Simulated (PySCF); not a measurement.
**C$_{6}$H$_{6}$F$_{2}$O: density, localisation and related maps**

The calculation's input:

```
{"job": {"kind": "nmr", "xc": "PBE0", "basis": "pcSseg-1"}, "charge": 0, "multiplicity": 1}
C      2.208262    -0.254844    -0.369928
C      1.006833     0.134299    -0.756814
C     -0.232962    -0.098820     0.027606
C     -0.456950    -1.408363     0.669391
O     -1.273427    -1.688571     1.480925
F      0.372766    -2.377521     0.202611
C     -0.850958     1.086344     0.771326
C     -1.530951     0.563329    -0.431477
F     -1.484583     1.287618    -1.573145
H      3.077787    -0.053458    -0.969666
H      2.372929    -0.797579     0.545486
H      0.871386     0.688493    -1.675178
H     -1.295723     0.886895     1.733884
H     -0.326554     2.025230     0.684294
H     -2.462268     0.014939    -0.361230
```

Launched as:

```sh
OMP_NUM_THREADS=1 python probes_run.py task.json out
```

Geometry: GFN2-xTB.

These are results of PBE0/pcSseg-1, SCF density, gas phase, non-relativistic (PySCF 2.14.0), not measurements.

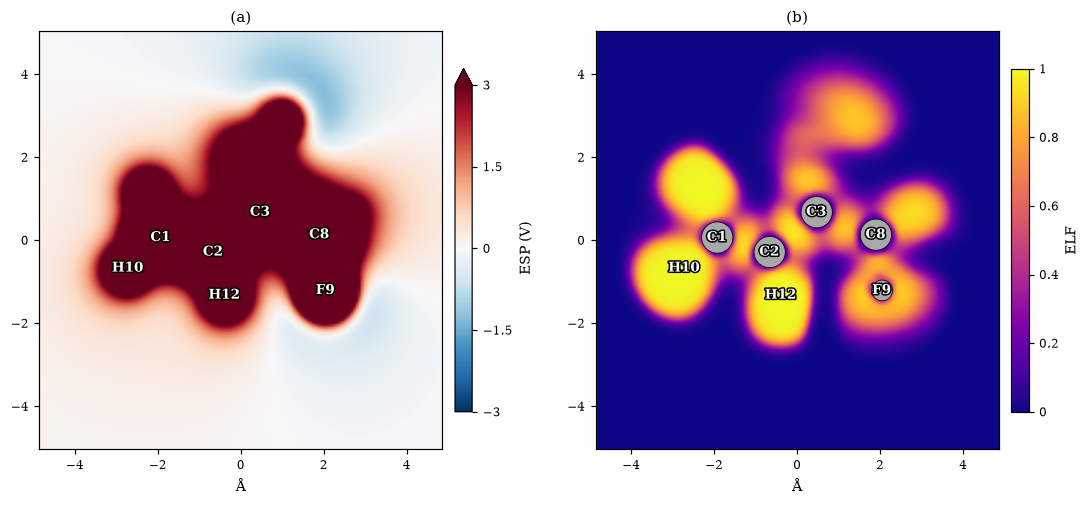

Figure 1. (a) electrostatic potential; (b) electron localisation function on the plane of atoms C2, C3 and C8. Grey discs cover the atomic cores in the ELF map.

### Describe what can be read from this map.

- The section cuts through C, F and H sites.
- C–C (1.32 Å): the ELF peaks at about 0.95 between the atoms; a short, multiple covalent bond.
- C–F (1.35 Å): the ELF peaks at about 0.85 between the atoms, as expected for a polar covalent bond.
- C–H (1.08 Å): the ELF climbs to about 1 towards the hydrogen, as it does in any bond to H (an ordinary covalent bond to hydrogen).
- C–C (1.49 Å): the ELF peaks at about 0.95 between the atoms: localised, covalent bonding.
- C–C (1.53 Å): the ELF peaks at about 0.90 between the atoms; a covalent bond.
- The ELF also peaks beside F9 and O5, away from the bonds: lone-pair regions.
- Outside the dense part of the molecule the potential is most negative (−1.3 V) near O5, which lies off the plane.

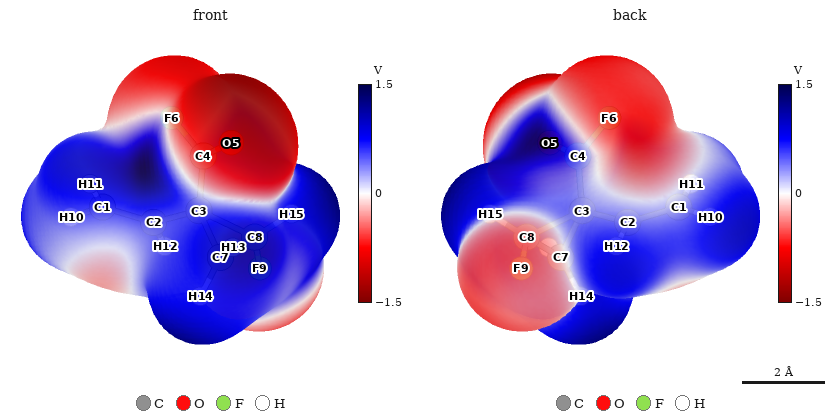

Figure 2. The electrostatic potential painted on the density surface at 0.002 e/bohr³, seen from the front and from behind; the colour scale runs from red (negative) to blue (positive).

### Which sites attract a positive test charge, and which a negative one?

A positive charge is drawn to the negative regions and a negative charge to the positive ones. The most negative region (about −1.4 V) lies over O5, the most positive (about +1.4 V) over the π face of C4. O5 is the likeliest acceptor of a hydrogen bond.

### What dipole moment does the calculation give?

Its dipole moment is 2.16 D.

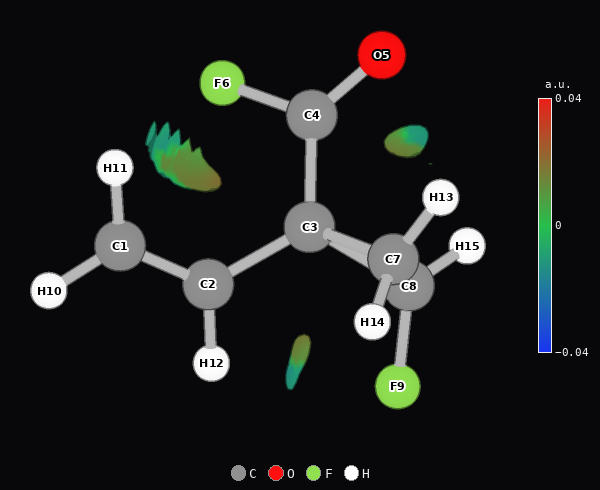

Figure 3. Non-covalent interaction (NCI) plot: the surface where the reduced density gradient is 0.5, for densities under 0.05 a.u., coloured by sign(λ₂)ρ; seen across its widest extent.

### Identify the weak interactions.

- Between H12 and C2 on one side and F9 and C8 on the other: a weak contact, attractive (blue-green) on one side and crowded (olive to red) on the other
- Between F6 and C4 on one side and C2 and C1 on the other: a weak contact, attractive (blue-green) on one side and crowded (olive to red) on the other
- Near H13, O5 and C7: mostly steric crowding (olive to red)
